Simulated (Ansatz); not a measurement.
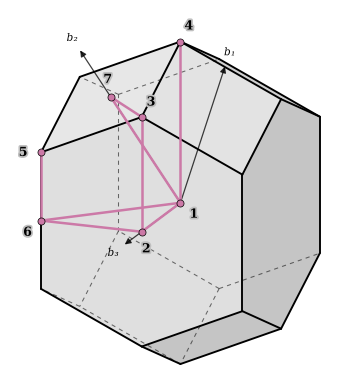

Crystal: RbAl4H5, the end point of a relaxation with Ansatz 0.2.0, DFT PBE, scalar-relativistic, plane waves, PAW; the starting structure was generated, so it need not be a known form of this composition. The first Brillouin zone of a body-centred tetragonal lattice (tI; extended symbol tI1) is drawn with its special points numbered. Symmetry computed with spglib at a tolerance of 0.002 Å; standard conventional cell.

a = 8.173 Å, b = 8.173 Å, c = 5.202 Å, α = 90.00°, β = 90.00°, γ = 90.00°.

Labels and path follow the convention of Hinuma et al. (2017), as computed by seekpath; the arrows show the directions of the reciprocal primitive vectors b₁, b₂, b₃, in which coordinates are given.

**Give the label and coordinates of each numbered point.**

| no. | label | coordinates |
| --- | --- | --- |
| 1 | Γ | (0, 0, 0) |
| 2 | X | (0, 0, 1/2) |
| 3 | P | (1/4, 1/4, 1/4) |
| 4 | Z | (0.351, 0.351, −0.351) |
| 5 | Z₀ | (−0.351, 0.649, 0.351) |
| 6 | M | (−1/2, 1/2, 1/2) |
| 7 | N | (0, 1/2, 0) |
